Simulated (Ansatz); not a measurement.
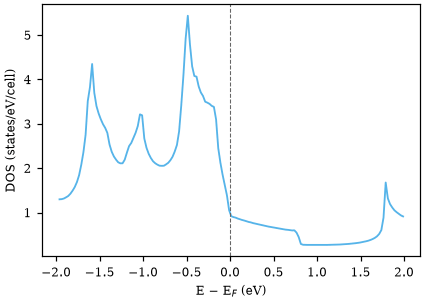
Fig. 1. Density of states of RhZn (Pm-3m) near the Fermi level, PBEsol, rigid bands in Ansatz (a quantum-chemistry and plane-wave program).

Q: How far does the Fermi level move in a rigid band for 0.1 electron a cell added or removed?

A: 106 meV and -71 meV.

A metal at this level (no band gap); rigid bands, thermally averaged at 300 K, both spins. Spin-orbit coupling is left out. Geometry: cell and atoms relaxed with PBEsol.

Computed structure, not matched to a measured one here, so possibly hypothetical: RhZn (Pm-3m).
